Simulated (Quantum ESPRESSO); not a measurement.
# In2Se2, 1 layer, rectangular cell: a series in strain along the first axis, part 3 of 7

Aim: how the results for In2Se2, 1 layer, rectangular cell change with strain along the first axis.

Quantum ESPRESSO 7.5; plane-wave DFT, PBE, GBRV ultrasoft pseudopotentials.

So far. Step 2 (Variable-cell relaxation of the reference):  The last row is no step: it is a fresh SCF in the final cell with a new plane-wave basis, +1 meV from the row before. Step 3 (Relaxation with pw.x, -4 %): The relaxation lowers the energy by 5 meV an atom.

### Step 4. Self-consistent run, -4 %

The self-consistent run of this member.

m0.scf.in

```
&control
  prefix = 'm0.scf'
  outdir = './out'
  pseudo_dir = './pseudo'
  calculation = 'scf'
  tprnfor = .true.
/
&system
  ibrav = 0
  nat = 8
  ntyp = 2
  ecutwfc = 40
  ecutrho = 200
  occupations = 'smearing'
  smearing = 'fd'
  degauss = 0.002
  nbnd = 42
/
&electrons
  conv_thr = 1e-09
  mixing_beta = 0.4
  electron_maxstep = 120
  mixing_mode = 'plain'
/
ATOMIC_SPECIES
  Se  78.9710  se_pbe_v1.uspp.F.UPF
  In  114.8180  in_pbe_v1.4.uspp.F.UPF
CELL_PARAMETERS angstrom
  3.91768792128000 0.00000000000000 0.00000000000000
  0.00000000000000 7.06788813800000 0.00000000000000
  0.00000000000000 0.00000000000000 20.14290946400000
ATOMIC_POSITIONS crystal
  Se  0.000000000000 0.330860717900 0.364515995800
  Se  0.500000000000 0.830860791300 0.364515831300
  In  0.000000000000 0.002472385100 0.430036279000
  In  0.500000000000 0.502472772400 0.430036284300
  In  0.000000000000 0.002472385100 0.569963721000
  In  0.500000000000 0.502472772400 0.569963715700
  Se  0.000000000000 0.330860717900 0.635484004200
  Se  0.500000000000 0.830860791300 0.635484168700
K_POINTS automatic
  8 4 1 0 0 0
```

The run is started by

```bash
$ OMP_NUM_THREADS=1 mpirun -n 4 pw.x -nk 2 -in m0.scf.in > m0.scf.out
```

What it wrote:

```text
[banner, memory and clock lines left out]
Program PWSCF v.7.5 starts
[citation notice left out]

[...]
Message from routine setup:
[...]
bravais-lattice index     =            0
     lattice parameter (alat)  =       7.4034  a.u.
     unit-cell volume          =    3763.9020 (a.u.)^3
     number of atoms/cell      =            8
     number of atomic types    =            2
     number of electrons       =        76.00
     number of Kohn-Sham states=           42
     kinetic-energy cutoff     =      40.0000  Ry
     charge density cutoff     =     200.0000  Ry
     scf convergence threshold =      1.0E-09
     mixing beta               =       0.4000
     number of iterations used =            8  plain     mixing
     Exchange-correlation=  SLA  PW   PBX  PBC
                           (   1   4   3   4   0   0   0)

[...]
PseudoPot. # 1 for Se read from file:
     ./pseudo/se_pbe_v1.uspp.F.UPF
     Pseudo is Ultrasoft + core correction, Zval =  6.0
     Generated by new atomic code, or converted to UPF format
     Using radial grid of  877 points,  6 beta functions with:
                l(1) =   0
                l(2) =   0
                l(3) =   1
                l(4) =   1
                l(5) =   2
                l(6) =   2
     Q(r) pseudized with  8 coefficients,  rinner =    1.300   1.300   1.300
                                                       1.300   1.300

     PseudoPot. # 2 for In read from file:
     ./pseudo/in_pbe_v1.4.uspp.F.UPF
     Pseudo is Ultrasoft + core correction, Zval = 13.0
     Generated by new atomic code, or converted to UPF format
     Using radial grid of  889 points,  6 beta functions with:
                l(1) =   0
                l(2) =   0
                l(3) =   1
                l(4) =   1
                l(5) =   2
                l(6) =   2
     Q(r) pseudized with  6 coefficients,  rinner =    1.400   1.400   1.400
                                                       1.400   1.400

     atomic species   valence    mass     pseudopotential
     Se                6.00    78.97100     Se( 1.00)
     In               13.00   114.81800     In( 1.00)

      4 Sym. Ops. (no inversion) found

[...]
number of k points=    15  Fermi-Dirac smearing, width (Ry)=  0.0020
[...]
Dense  grid:   179875 G-vectors     FFT dimensions: (  36,  64, 180)

     Smooth grid:   128533 G-vectors     FFT dimensions: (  30,  54, 160)

     Initial potential from superposition of free atoms

     starting charge      69.9997, renormalised to      76.0000

     negative rho (up, down):  6.223E-04 0.000E+00
     Starting wfcs are   52 randomized atomic wfcs

     per-process dynamical memory:   121.4 Mb

     Self-consistent Calculation

     iteration #  1     ecut=    40.00 Ry     beta= 0.40
     Davidson diagonalization with overlap
     ethr =  1.00E-02,  avg # of iterations =  2.1

     negative rho (up, down):  4.771E-04 0.000E+00

     total energy              =    -707.01652055 Ry
     estimated scf accuracy    <       7.89918360 Ry

     iteration #  2     ecut=    40.00 Ry     beta= 0.40
[...]
negative rho (up, down):  4.924E-04 0.000E+00

[...]
total energy              =    -708.58065827 Ry
     estimated scf accuracy    <       0.15644153 Ry

     iteration #  3     ecut=    40.00 Ry     beta= 0.40
[...]
negative rho (up, down):  5.403E-04 0.000E+00

[...]
total energy              =    -708.61163186 Ry
     estimated scf accuracy    <       0.05394077 Ry

     iteration #  4     ecut=    40.00 Ry     beta= 0.40
[...]
negative rho (up, down):  6.811E-04 0.000E+00

[...]
total energy              =    -708.61288565 Ry
     estimated scf accuracy    <       0.01350140 Ry

     iteration #  5     ecut=    40.00 Ry     beta= 0.40
[...]
negative rho (up, down):  6.320E-04 0.000E+00

[...]
total energy              =    -708.61411172 Ry
     estimated scf accuracy    <       0.00135514 Ry

     iteration #  6     ecut=    40.00 Ry     beta= 0.40
[...]
negative rho (up, down):  6.355E-04 0.000E+00

[...]
total energy              =    -708.61424034 Ry
     estimated scf accuracy    <       0.00012983 Ry

[...]
iteration # 10     ecut=    40.00 Ry     beta= 0.40
[...]
negative rho (up, down):  6.308E-04 0.000E+00

[...]
total energy              =    -708.61430701 Ry
     estimated scf accuracy    <       0.00000034 Ry

     iteration # 11     ecut=    40.00 Ry     beta= 0.40
[...]
negative rho (up, down):  6.314E-04 0.000E+00

[...]
total energy              =    -708.61430711 Ry
     estimated scf accuracy    <       0.00000002 Ry

     iteration # 12     ecut=    40.00 Ry     beta= 0.40
[...]
negative rho (up, down):  6.319E-04 0.000E+00

[...]
total energy              =    -708.61430712 Ry
     estimated scf accuracy    <          1.7E-09 Ry

     iteration # 13     ecut=    40.00 Ry     beta= 0.40
[...]
negative rho (up, down):  6.326E-04 0.000E+00

[...]
End of self-consistent calculation

          k = 0.0000 0.0000 0.0000 ( 16081 PWs)   bands (ev):

   -15.2738 -15.1716 -15.1457 -15.0907 -14.9806 -14.9702 -14.9687 -14.9097
   -14.9089 -14.8938 -14.8914 -14.8875 -14.8284 -14.8272 -14.7906 -14.7298
   -14.7230 -14.7230 -14.6888 -14.5647 -13.6859 -13.5648 -12.5914 -12.5179
    -6.7617  -6.5428  -6.0136  -4.2954  -3.6728  -2.7740  -2.3713  -2.2126
    -2.2003  -1.6693  -1.5908  -1.4057  -1.3429  -1.3000   0.4980   1.2171
     1.2990   1.7392

          k = 0.0000 0.1386 0.0000 ( 16121 PWs)   bands (ev):

   -15.2463 -15.1471 -15.1427 -15.0923 -15.0281 -14.9684 -14.9678 -14.9608
   -14.9069 -14.8936 -14.8843 -14.8805 -14.8381 -14.8374 -14.7865 -14.7539
   -14.7291 -14.7242 -14.6482 -14.5759 -13.5351 -13.4200 -12.7728 -12.6893
    -6.5651  -6.4697  -5.6516  -4.3576  -3.8358  -2.8832  -2.4585  -2.3188
    -2.2511  -2.1031  -1.7904  -1.5744  -1.4927  -1.2480   1.1546   1.3733
     1.4373   2.5286

[...]
the Fermi energy is    -0.5962 ev

!    total energy              =    -708.61430713 Ry
     estimated scf accuracy    <          9.0E-11 Ry
     smearing contrib. (-TS)   =      -0.00000000 Ry
     internal energy E=F+TS    =    -708.61430713 Ry

     The total energy is F=E-TS. E is the sum of the following terms:
     one-electron contribution =   -2231.10200417 Ry
     hartree contribution      =    1146.16688800 Ry
     xc contribution           =    -269.94184689 Ry
     ewald contribution        =     646.26265592 Ry

     convergence has been achieved in  13 iterations

     negative rho (up, down):  6.326E-04 0.000E+00

     Forces acting on atoms (cartesian axes, Ry/au):

     atom    1 type  1   force =     0.00000000    0.00000634   -0.00012410
     atom    2 type  1   force =     0.00000000    0.00000652   -0.00012387
     atom    3 type  2   force =     0.00000000   -0.00000797    0.00032509
     atom    4 type  2   force =     0.00000000   -0.00000489    0.00032545
     atom    5 type  2   force =     0.00000000   -0.00000797   -0.00032509
     atom    6 type  2   force =     0.00000000   -0.00000489   -0.00032545
     atom    7 type  1   force =     0.00000000    0.00000634    0.00012410
     atom    8 type  1   force =     0.00000000    0.00000652    0.00012387

     Total force =     0.000696     Total SCF correction =     0.000052

[...]
```

The job ended after 86 s (4 MPI ranks of Arm Neoverse V2, shared host; peak memory 1.1 GiB).

Read from the output:

```
free energy                          : -9641.1888 eV
Fermi energy                         : -0.5962 eV
valence top, on the run's zero       : -1.207 eV
conduction bottom, on the run's zero : 0.4980 eV
gap by band count                    : 1.705 eV
```

### Step 5. Potential by pp.x, -4 %

plot_num = 11 writes the bare and Hartree potential, from which vacuum levels or, in a crystal, the mean potential are read.

m0.pot.in

```
&inputpp
  prefix = 'm0.scf'
  outdir = './out'
  filplot = 'm0.pot.dat'
  plot_num = 11
/
```

The run is started by

```bash
$ OMP_NUM_THREADS=1 mpirun -n 4 pp.x -in m0.pot.in > m0.pot.out
```

What it wrote:

```text
[banner, memory and clock lines left out]
Program POST-PROC v.7.5 starts

          URL

     ./out/m0.scf.save/

     IMPORTANT: XC functional enforced from input :
     Exchange-correlation= PBE
                           (   1   4   3   4   0   0   0)
     Any further DFT definition will be discarded
     Please, verify this is what you really want

     negative rho (up, down):  6.326E-04 0.000E+00

     Calling punch_plot, plot_num =  11
     Writing data to file  m0.pot.dat
     Message from routine chdens:
     namelist plot not found or invalid, exiting
```

The job ended after 1.2 s (4 MPI ranks; peak memory 0.17 GiB; 4.5 s of CPU time).

Read from the output:

```
slope of the potential above                                          : 7.13e-5 eV/Å
upper vacuum line continued to the top atoms, over the valence top    : 6.029 eV
slope of the potential below                                          : -4.71e-5 eV/Å
lower vacuum line continued to the bottom atoms, over the valence top : 6.029 eV
vacuum level at the upper face over the valence top of the mesh       : 6.030 eV
vacuum level at the lower face over the valence top of the mesh       : 6.030 eV
```

The potential energy, planar mean oscillates, so the rows of the table below give means over windows of 1 Å about each position, cut where the curve ends. Its maxima inside the range that stand out by 2 % of the span (Å: eV): 8.1: -6.70, 10.1: 3.15, 12.1: -6.70. Its minima: 7.4: -9.80, 8.6: -9.24, 11.5: -9.24, 12.8: -9.80.

Electrostatic potential energy of an electron; zero at the highest filled level of the SCF mesh. The potential energy, planar mean by z; means over each step:

```tsv
z (Å)	potential energy, planar mean (eV)
0	6.03
1	6.03
2	6.03
3	6.03
4	6.03
5	5.97
6	5.00
7	-4.68
8	-7.80
9	-6.07
10	2.35
11	-4.66
12	-7.82
13	-6.26
14	4.45
15	5.95
16	6.02
17	6.03
18	6.03
19	6.03
20	6.03
```

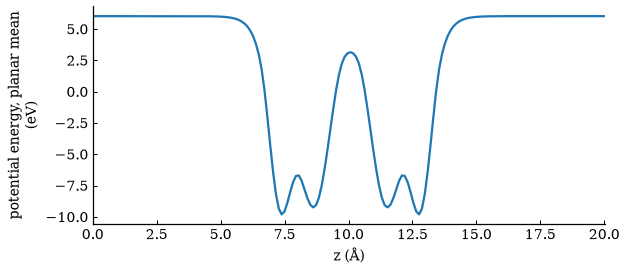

Potential energy, planar mean against z.

(Part 3 of 7 ends here.)

[Logs are printed without paths, hosts, clocks, repeated set-up lines and the standing remarks that a program may print on its own settings, such as how far it seeks lower states.]

[Hosts, paths, dates, database ids (printed as entryN), source tags and the programs' standing remarks are cut or masked in the printed files.]

[Maps of the electrostatic potential energy from Ansatz leave out the sawtooth potential of an applied field or a dipole correction, so their vacuum need not be flat; planar profiles and work functions include it.]
